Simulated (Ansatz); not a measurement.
The starting structures come from a database of crystals and need not be the phases stable at ambient conditions.

 Where the default PAW files enter, the runs use the earlier of Ansatz's two default sets.

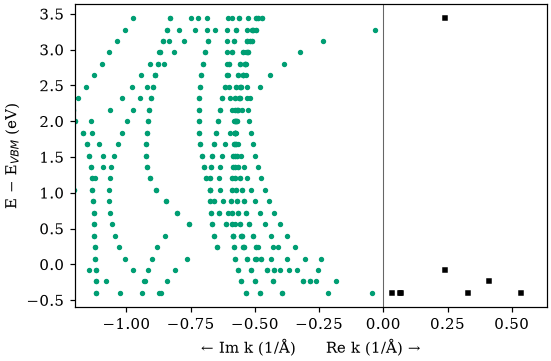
Fig. 1. Complex bands at the centre of the two-dimensional zone; Ansatz (a first-principles code) with r2SCAN

No gap correction and no spin-orbit coupling; mid-gap values are interpolated between computed energies.

**Question.** This is YVO₄ (I4_1/amd, not sure to be the ambient phase, 12 atoms a cell, 13.4 Å³ an atom, -2 GPa at this level) along the normal of (100). Read off the slowest decay at the centre of the two-dimensional zone at 1.68 eV, the computed energy nearest the middle of the gap.

**Answer.** κ ≈ 0.51 1/Å, a decay length 1/(2κ) of the density of 0.98 Å.
